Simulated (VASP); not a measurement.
# A VASP study of FeAs (Westerveldite) (LDA + U): structure first, properties next, part 2 of 2

Aim: relax FeAs (Westerveldite) with LDA + U, compute its properties on that cell and hold them against experiment. The start is a cell from a database of measured crystal structures.

VASP 6.6.1; LDA, DFT+U (Fe d 5 eV), spin-polarised from a ferromagnetic start; plane waves and PAW (Fe, As).

Still holding for the runs below: The magnetic state follows from one typed start and may not be the lowest.

So far. Step 3 (Second relaxation): It ends with a largest force of 0.009 eV/Å and a pressure of -0.03 GPa. Step 4 (Single point with fields (LDA + U)): In this run the pressure is -0.01 GPa, small enough to go on. The relaxed cell has a, b, c = 5.714, 3.554, 6.055 Å (conventional setting).

The database entry behind the starting cell differs from later determinations by our own check (old inner coordinates), so it need not match the best structure at ambient conditions.

## Step 5: Band structure (LDA + U)

The mesh alone shows little of the dispersion and can miss band extrema, so KPOINTS_OPT adds a path through the symmetry points after the self-consistent cycle.

Input file INCAR:

```
SYSTEM = FeAs
PREC = Accurate
ENCUT = 400
EDIFF = 1E-06
NELM = 100
ISMEAR = 0
SIGMA = 0.05
LREAL = .FALSE.
ALGO = Normal
GGA = CA
NBANDS = 57
ISPIN = 2
MAGMOM = 3.135 3.135 3.135 3.135 -0.111 -0.111 -0.111 -0.111
LDAU = .TRUE.
LDAUTYPE = 2
LDAUL = 2 -1
LDAUU = 5 0
LDAUJ = 0 0
LDAUPRINT = 1
LASPH = .TRUE.
LMAXMIX = 4
LORBIT = 11
LWAVE = .FALSE.
LCHARG = .FALSE.
KPAR = 4
```

Input file POSCAR:

```
FeAs
1.0
    5.7143988984      0.0000000000      0.0000000000
    0.0000000000      3.5539098179      0.0000000000
    0.0000000000      0.0000000000      6.0547204934
Fe As
4 4
Direct
    0.9890380728      0.7500000000      0.1942537985
    0.0109619272      0.2500000000      0.8057462015
    0.5109619272      0.2500000000      0.6942537985
    0.4890380728      0.7500000000      0.3057462015
    0.8061641613      0.7500000000      0.5828308464
    0.1938358387      0.2500000000      0.4171691536
    0.6938358387      0.2500000000      0.0828308464
    0.3061641613      0.7500000000      0.9171691536
```

Input file KPOINTS:

```
Automatic mesh
0
Gamma
4 6 4
0 0 0
```

Input file KPOINTS_OPT:

```
Line mode
12
Line-mode
Reciprocal
  0.00000000   0.00000000   0.00000000 GAMMA
  0.00000000  -0.50000000   0.00000000 X

  0.00000000  -0.50000000   0.00000000 X
 -0.50000000  -0.50000000   0.00000000 S

 -0.50000000  -0.50000000   0.00000000 S
 -0.50000000   0.00000000   0.00000000 Y

 -0.50000000   0.00000000   0.00000000 Y
  0.00000000   0.00000000   0.00000000 GAMMA

  0.00000000   0.00000000   0.00000000 GAMMA
  0.00000000   0.00000000  -0.50000000 Z

  0.00000000   0.00000000  -0.50000000 Z
  0.00000000  -0.50000000  -0.50000000 U

  0.00000000  -0.50000000  -0.50000000 U
 -0.50000000  -0.50000000  -0.50000000 R

 -0.50000000  -0.50000000  -0.50000000 R
 -0.50000000   0.00000000  -0.50000000 T

 -0.50000000   0.00000000  -0.50000000 T
  0.00000000   0.00000000  -0.50000000 Z

 -0.50000000   0.00000000   0.00000000 Y
 -0.50000000   0.00000000  -0.50000000 T

  0.00000000  -0.50000000  -0.50000000 U
  0.00000000  -0.50000000   0.00000000 X

 -0.50000000  -0.50000000   0.00000000 S
 -0.50000000  -0.50000000  -0.50000000 R
```

Potentials, in the order of the species: Fe and As (LDA family, release 64).

On the command line:

```sh
$ mpirun -np 4 vasp_std
```

Wall time 1.7 min (4 MPI ranks of Intel Xeon 6975P-C (Granite Rapids), shared host); peak memory 2 GiB.

Spin-orbit coupling is off here; it would split degenerate levels.

Numbers from this step:

| Property | Result |
| --- | --- |
| bands | 57 |
| pressure | -0.01147 GPa |

Spin up. The electronic bands at the labelled points (eV, zero at the Fermi level; # counts the bands kept):

| point | #25 | #26 | #27 | #28 | #29 | #30 | #31 | #32 |
| --- | --- | --- | --- | --- | --- | --- | --- | --- |
| Γ | -2.12 | -1.16 | 1.41 | 1.42 | 1.56 | 1.81 | 1.94 | 2.48 |
| X | -2.89 | -2.89 | -0.78 | -0.78 | -0.33 | -0.33 | 0.08 | 0.08 |
| S | -2.18 | -2.18 | -2.18 | -2.18 | 1.38 | 1.38 | 1.38 | 1.38 |
| Y | -0.35 | -0.35 | 0.11 | 0.11 | 1.53 | 1.53 | 1.71 | 1.71 |
| Γ | -2.12 | -1.16 | 1.41 | 1.42 | 1.56 | 1.81 | 1.94 | 2.48 |
| Z | -0.70 | -0.70 | -0.51 | -0.51 | 1.61 | 1.61 | 2.40 | 2.40 |
| U | -2.51 | -2.51 | -1.83 | -1.83 | 0.08 | 0.08 | 2.22 | 2.22 |
| R | -0.16 | -0.16 | -0.16 | -0.16 | 0.53 | 0.53 | 0.53 | 0.53 |
| T | -0.22 | -0.22 | -0.20 | -0.20 | 0.32 | 0.32 | 0.86 | 0.86 |
| Z | -0.70 | -0.70 | -0.51 | -0.51 | 1.61 | 1.61 | 2.40 | 2.40 |
| jump to Y | -0.35 | -0.35 | 0.11 | 0.11 | 1.53 | 1.53 | 1.71 | 1.71 |
| T | -0.22 | -0.22 | -0.20 | -0.20 | 0.32 | 0.32 | 0.86 | 0.86 |
| jump to U | -2.51 | -2.51 | -1.83 | -1.83 | 0.08 | 0.08 | 2.22 | 2.22 |
| X | -2.89 | -2.89 | -0.78 | -0.78 | -0.33 | -0.33 | 0.08 | 0.08 |
| jump to S | -2.18 | -2.18 | -2.18 | -2.18 | 1.38 | 1.38 | 1.38 | 1.38 |
| R | -0.16 | -0.16 | -0.16 | -0.16 | 0.53 | 0.53 | 0.53 | 0.53 |

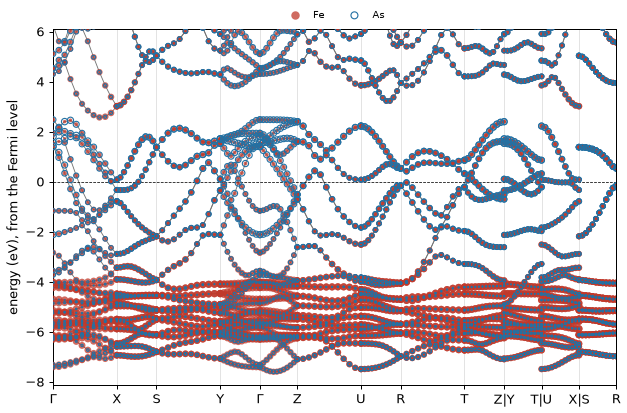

Electronic bands along the path; dots are coloured as in the legend, and their area grows with the weight.

Spin down. Electronic bands along the path, in eV, zero at the Fermi level; # counts the bands kept:

| point | #13 | #14 | #15 | #16 | #17 | #18 | #19 | #20 |
| --- | --- | --- | --- | --- | --- | --- | --- | --- |
| Γ | -0.92 | -0.78 | -0.45 | -0.27 | 0.27 | 0.39 | 0.56 | 1.05 |
| X | -1.51 | -1.51 | -1.33 | -1.33 | 0.42 | 0.42 | 1.00 | 1.00 |
| S | -1.59 | -1.59 | -1.59 | -1.59 | 1.21 | 1.21 | 1.21 | 1.21 |
| Y | -1.19 | -1.19 | -0.92 | -0.92 | 0.07 | 0.07 | 1.05 | 1.05 |
| Γ | -0.92 | -0.78 | -0.45 | -0.27 | 0.27 | 0.39 | 0.56 | 1.05 |
| Z | -0.92 | -0.92 | -0.33 | -0.33 | 0.14 | 0.14 | 0.55 | 0.55 |
| U | -1.44 | -1.44 | -1.30 | -1.30 | 0.42 | 0.42 | 0.92 | 0.92 |
| R | -1.66 | -1.66 | -1.66 | -1.66 | 1.14 | 1.14 | 1.14 | 1.14 |
| T | -1.33 | -1.33 | -1.07 | -1.07 | 0.11 | 0.11 | 0.53 | 0.53 |
| Z | -0.92 | -0.92 | -0.33 | -0.33 | 0.14 | 0.14 | 0.55 | 0.55 |
| jump to Y | -1.19 | -1.19 | -0.92 | -0.92 | 0.07 | 0.07 | 1.05 | 1.05 |
| T | -1.33 | -1.33 | -1.07 | -1.07 | 0.11 | 0.11 | 0.53 | 0.53 |
| jump to U | -1.44 | -1.44 | -1.30 | -1.30 | 0.42 | 0.42 | 0.92 | 0.92 |
| X | -1.51 | -1.51 | -1.33 | -1.33 | 0.42 | 0.42 | 1.00 | 1.00 |
| jump to S | -1.59 | -1.59 | -1.59 | -1.59 | 1.21 | 1.21 | 1.21 | 1.21 |
| R | -1.66 | -1.66 | -1.66 | -1.66 | 1.14 | 1.14 | 1.14 | 1.14 |

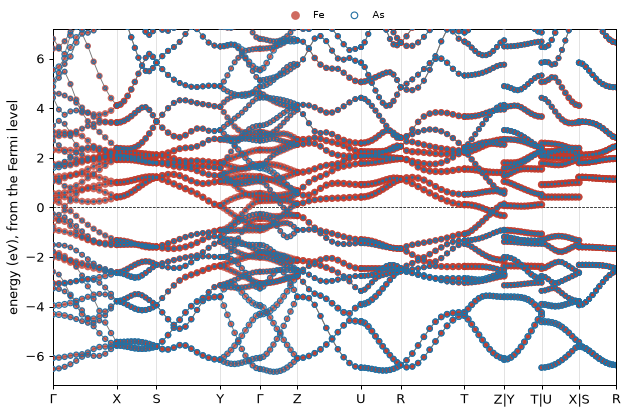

Electronic bands along the path; dots are coloured as in the legend, and their area grows with the weight.

There is no gap at this level.

## Step 6: Density of states (LDA + U)

A density of states needs more k-points than a total energy; ISMEAR = -5 takes tetrahedra, and LORBIT projects the states on the PAW spheres. The mesh is finer than in the run before.

Changes to INCAR since step 5:

```diff
@@ -5,3 +5,3 @@
 NELM = 100
-ISMEAR = 0
+ISMEAR = -5
 SIGMA = 0.05
@@ -25 +25,2 @@
 KPAR = 4
+NEDOS = 2001
```

POSCAR is that of step 5.

Input file KPOINTS:

```
Automatic mesh
0
Gamma
6 9 6
0 0 0
```

On the command line:

```sh
$ mpirun -np 4 vasp_std
```

It took 1.8 min on 4 MPI ranks; peak memory 2.2 GiB; 7 min of CPU time.

With tetrahedra the forces and stress of a metal are not exact derivatives of the energy.

This step gave:

| Item | Value |
| --- | --- |
| electronic steps | 23 |
| irreducible k points | 80 |
| free energy (TOTEN) | -44.29 eV |
| Fermi energy | 6.540 eV |
| pressure | 0.01276 GPa |
| moment of the cell, from the last line of the log | 11.81 μB |
| DOS at the Fermi level | 2.047 states/eV/cell |

The density of states has structure finer than the step of the table below, so its rows give means over 1 eV, whole bins alone (the curve runs from -12.0 to 3.17 eV). Peaks (eV: height): total down -2.8: 5.24, -2.4: 6.67, 1.7: 7.35, 2.1: 7.62; total up -6.2: 14.4, -6.1: 11.2, -5.9: 12.6, -5.6: 11.3; Fe d up -6.2: 11.5, -6.1: 8.96, -5.9: 10.4, -5.6: 9.69; Fe d down -2.4: 3.84, 0.9: 4.07, 1.9: 5.75, 2.1: 6.10; As p up -6.7: 0.621, -6.2: 0.757, 0.6: 0.902, 1.5: 1.05.

States under -12.0 eV and over 3.2 eV are left out. Density of states against energy, zero at the Fermi level; means over each step; 7 of 12 lines; values in states/eV/cell:

| energy (eV) | total down | total up | Fe d up | Fe d down | As p up | As p down | Fe p up |
| --- | --- | --- | --- | --- | --- | --- | --- |
| -11 | 2.25 | 2.10 | 0.193 | 0.0719 | 0.0138 | 0.0176 | 0.0724 |
| -10 | 0.00284 | 0 | 0 | 1.3e-4 | 0 | 1.4e-5 | 0 |
| -9 | 0 | 0 | 0 | 0 | 0 | 0 | 0 |
| -8 | 0 | 0.0171 | 0.00632 | 0 | 0.00265 | 0 | 1.5e-4 |
| -7 | 0.0522 | 3.14 | 1.63 | 0.00432 | 0.405 | 0.0129 | 0.0565 |
| -6 | 1.81 | 8.97 | 7.24 | 0.146 | 0.445 | 0.463 | 0.104 |
| -5 | 1.55 | 6.35 | 5.35 | 0.178 | 0.225 | 0.411 | 0.0762 |
| -4 | 1.93 | 3.92 | 2.71 | 0.365 | 0.306 | 0.514 | 0.126 |
| -3 | 3.54 | 1.70 | 0.617 | 1.34 | 0.326 | 0.784 | 0.139 |
| -2 | 4.43 | 1.53 | 0.457 | 2.57 | 0.349 | 0.690 | 0.116 |
| -1 | 2.68 | 1.79 | 0.430 | 1.60 | 0.498 | 0.389 | 0.141 |
| 0 | 1.38 | 1.42 | 0.303 | 1.05 | 0.449 | 0.0489 | 0.101 |
| 1 | 4.13 | 2.08 | 0.384 | 3.28 | 0.773 | 0.133 | 0.127 |
| 2 | 6.09 | 1.24 | 0.226 | 4.70 | 0.537 | 0.341 | 0.0478 |

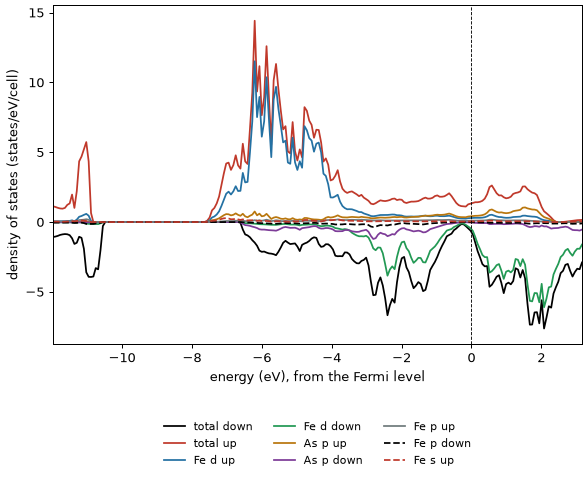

Density of states, plotted against energy. Down spins are drawn negative.

The finer mesh and the other smearing move the Fermi level by +0.06 eV from the 4×6×4 run, one measure of the sampling error in the zero of the bands above. Of the states within 0.3 eV of the Fermi level, the largest shares in the PAW spheres are Fe d 44 % and As p 20 %. The rest lies in smaller channels or between the spheres.

## Step 7: Zone-centre phonons (LDA + U)

Zone-centre modes test whether the atoms sit at a minimum within this cell. IBRION = 6 takes the force constants from differences of forces between displaced cells, so the forces must be tight.

Changes to INCAR since step 6:

```diff
@@ -3,6 +3,6 @@
 ENCUT = 400
-EDIFF = 1E-06
+EDIFF = 1E-08
 NELM = 100
-ISMEAR = -5
-SIGMA = 0.05
+ISMEAR = 1
+SIGMA = 0.2
 LREAL = .FALSE.
@@ -10,3 +10,3 @@
 GGA = CA
-NBANDS = 57
+NBANDS = 45
 ISPIN = 2
@@ -25,2 +25,6 @@
 KPAR = 4
-NEDOS = 2001
+IBRION = 6
+NFREE = 2
+POTIM = 0.015
+ISIF = 2
+NSW = 1
```

POSCAR is that of step 6.

Input file KPOINTS:

```
Automatic mesh
0
Gamma
5 9 5
0 0 0
```

On the command line:

```sh
$ mpirun -np 4 vasp_std
```

The job ended after 31 min (4 MPI ranks; peak memory 3.9 GiB).

The last energy, forces, stress and levels in OUTCAR belong to the last displaced cell, not to the cell of POSCAR. A U on the itinerant d states of such a compound is hard to justify; it moves the bands at the Fermi level.

Numbers from this step:

```yaml
bands: 45
irreducible_k_points: 45
pressure_of_the_cell: -0.07680 GPa
largest_force_of_the_cell: 0.05747 eV/Å
```

Modes at Γ, with each element's share of the kinetic energy:

| mode | frequency (cm⁻¹) | symmetry | Fe % | As % |
| --- | --- | --- | --- | --- |
| 1 | -0.2 | acoustic | 43 | 57 |
| 2 | -0.2 | acoustic | 43 | 57 |
| 3 | -0.1 | acoustic | 43 | 57 |
| 4 | 79.4 | Ag | 46 | 54 |
| 5 | 93.7 | Bg | 50 | 50 |
| 6 | 124.4 | Bg | 32 | 68 |
| 7 | 130.8 | Bg | 30 | 70 |
| 8 | 138.0 | Bu | 12 | 88 |
| 9 | 145.4 | Au | 1 | 99 |
| 10 | 149.3 | Ag | 5 | 95 |
| 11 | 156.4 | Bg | 10 | 90 |
| 12 | 157.7 | Au | 99 | 1 |
| 13 | 157.8 | Bu | 27 | 73 |
| 14 | 166.1 | Bg | 70 | 30 |
| 15 | 173.9 | Bu | 79 | 21 |
| 16 | 179.1 | Ag | 96 | 4 |
| 17 | 192.1 | Bg | 93 | 7 |
| 18 | 219.8 | Bg | 50 | 50 |
| 19 | 223.2 | Bu | 57 | 43 |
| 20 | 231.9 | Bu | 84 | 16 |
| 21 | 233.9 | Bu | 51 | 49 |
| 22 | 238.3 | Ag | 53 | 47 |
| 23 | 249.0 | Bu | 62 | 38 |
| 24 | 259.7 | Bg | 65 | 35 |

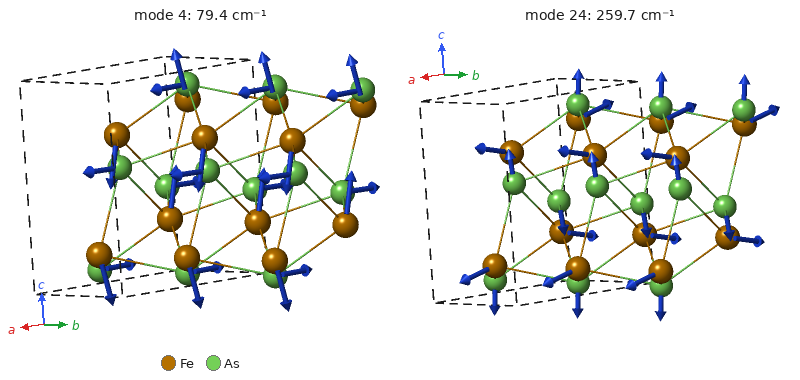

Displacement patterns of modes 4 and 24 at Γ; arrows are exaggerated. 1×3×1 cells are drawn.

The three acoustic modes lie within 0.2 cm⁻¹ of zero, and all others are real. By the characters of their eigenvectors the optical modes sort into (cm⁻¹) Raman active: Ag 79, Bg 94, Bg 124, Bg 131, Ag 149, Bg 156, Bg 166, Ag 179, Bg 192, Bg 220 and more; infrared active: Bu 138, Bu 158, Bu 174, Bu 223, Bu 232, Bu 234, Bu 249; silent: Au 145, Au 158. B labels carry no number here, since it depends on the setting of the axes. With a centre of inversion no mode is active in both.

## Step 8: Electric field gradients (LDA + U)

Field gradients probe how far the charge around each nucleus departs from cubic symmetry; LASPH keeps the non-spherical terms inside the spheres.

Changes to INCAR since step 7:

```diff
@@ -3,6 +3,6 @@
 ENCUT = 400
-EDIFF = 1E-08
+EDIFF = 1E-07
 NELM = 100
-ISMEAR = 1
-SIGMA = 0.2
+ISMEAR = 0
+SIGMA = 0.05
 LREAL = .FALSE.
@@ -25,6 +25,2 @@
 KPAR = 4
-IBRION = 6
-NFREE = 2
-POTIM = 0.015
-ISIF = 2
-NSW = 1
+LEFG = .TRUE.
```

POSCAR is that of step 7.

Input file KPOINTS:

```
Automatic mesh
0
Gamma
4 6 4
0 0 0
```

On the command line:

```sh
$ mpirun -np 4 vasp_std
```

Elapsed: 48 s, on 4 MPI ranks; peak memory 1.2 GiB.

Numbers from this step:

| Item | Value |
| --- | --- |
| electronic steps | 24 |
| irreducible k points | 36 |
| free energy (TOTEN) | -44.26 eV |
| Fermi energy | 6.479 eV |
| pressure | -0.01159 GPa |
| moment of the cell, from the last line of the log | 11.79 μB |

Electric field gradients, by row:

| atom | Vxx (V/Å²) | Vyy (V/Å²) | Vzz (V/Å²) | asymmetry |
| --- | --- | --- | --- | --- |
| Fe1 | -75.01 | -71.89 | 146.9 | 0.021 |
| Fe2 | -75.01 | -71.89 | 146.9 | 0.021 |
| Fe3 | -75.01 | -71.89 | 146.9 | 0.021 |
| Fe4 | -75.01 | -71.89 | 146.9 | 0.021 |
| As5 | 53.72 | 13.39 | -67.12 | 0.601 |
| As6 | 53.72 | 13.39 | -67.12 | 0.601 |
| As7 | 53.72 | 13.39 | -67.12 | 0.601 |
| As8 | 53.72 | 13.39 | -67.12 | 0.601 |

The largest gradient, 146.89 V/Å², sits on Fe1 and like sites; the stable nuclei of Fe have no quadrupole moment in their ground state, so NMR and NQR don't see it.

## Step 9: Total energy, forces and stress (LDA + U), changed input

A single point gives energy, forces and stress at these settings. Some settings are moved from the usual, to see what they do.

Changes to INCAR since step 8:

```diff
@@ -1,5 +1,5 @@
 SYSTEM = FeAs
-PREC = Accurate
+PREC = Single
 ENCUT = 400
-EDIFF = 1E-07
+EDIFF = 1E-06
 NELM = 100
@@ -25,2 +25,3 @@
 KPAR = 4
-LEFG = .TRUE.
+ISIF = 2
+NELECT = 51.98
```

POSCAR is that of step 8.

KPOINTS is that of step 8.

On the command line:

```sh
$ mpirun -np 4 vasp_std
```

Wall time 44 s (4 MPI ranks); peak memory 1.1 GiB; 2.5 min of CPU time.

The run converged; its settings lie outside those of the reference runs, so its numbers are set aside.

Settings moved from the usual: PREC = Single and NELECT = 51.98.

NELECT differs from the neutral count, so the cell is charged against a uniform background: another system, not a numerical setting. PREC = Single changes the FFT grids.

## Step 10: What came out

| Property | Result |
| --- | --- |
| relaxed volume | 15.37 Å³/atom |
| relaxed conventional cell a, b, c | 5.714, 3.554, 6.055 Å |
| space group after relaxing, within 0.02 Å | Pnma (No. 62) |
| moment of the cell (6×9×6 mesh) | 11.8 μB |
| largest site moment (6×9×6 mesh) | 3.14 μB on Fe1 |
| band gap | none, a metal |
| DOS at the Fermi level | 2.05 states/eV/cell |
| highest zone-centre mode | 260 cm⁻¹ |
| largest field gradient Vzz | 146.89 V/Å² on Fe1 |

**Reading.** With LDA + U, FeAs (Westerveldite) relaxes to 15.37 Å³/atom in space group Pnma, comes out as a metal and keeps moments of up to 3.14 μB (6×9×6 mesh). Against the listed cell the volume lies +11.2 % (a +5.1 %, b +5.4 %, c +0.4 %). Band structure (LDA + U), spin up: Of the bands kept, 4 cross the Fermi level on this path. Band structure (LDA + U), spin down: Of the bands kept, 2 cross the Fermi level on this path. Zone-centre phonons (LDA + U): The highest mode in this list at Γ, 259.7 cm⁻¹, has its largest share on Fe (65 % of the kinetic energy). Spin-orbit coupling is left out; it would split some degenerate bands. The k-sampling is coarse for a metal, so the Fermi level, moments, pressures and the shape of the cell carry errors. Only the typed magnetic starts were tried, so the magnetic ground state may differ and with it the other results. Only ferromagnetic starts were used, while the crystal orders antiferromagnetically, so what depends on the order belongs to another state. Modes at Γ alone can't show that the crystal is stable at other wave vectors. In such a metal, moments, volume and the states at the Fermi level hinge on the chosen U. No search among competing phases was made, and a listed structure need not be the one stable at ambient conditions. All values are for a static lattice at zero temperature.

Computed beside measured:

| quantity | measured | LDA, DFT+U |
| --- | --- | --- |
| lattice constant a (Å) | 5.442 | 5.714 (+5.0 %) |
| lattice constant b (Å) | 3.3727 | 3.554 (+5.4 %) |
| lattice constant c (Å) | 6.0278 | 6.055 (+0.4 %) |
| moment of Fe (spin part, within the PAW sphere) (μB) | 0.5 | 3.14 (+527.2 %) |

Measured values from arxiv:1012.1391 (2010) and arxiv:1702.07660 (2017).

Verdict: The lattice constant a is off by +5.0 %. The lattice constant b is off by +5.4 %. The lattice constant c is off by +0.4 %. The moment of Fe is off by +527.2 %. Zero-point motion and thermal expansion are not in the computed lattice constants.

[Lines on the potential files, build, host, timing and source positions are cut from VASP's logs without a mark.]

[Logs are printed without paths, hosts, clocks, repeated set-up lines and the standing remarks that a program may print on its own settings, such as how far it seeks lower states.]

[Hosts, paths, dates, database ids (printed as entryN), source tags and the programs' standing remarks are cut or masked in the printed files.]

[A measured line is paired with the nearest computed mode of its activity, which favours agreement.]
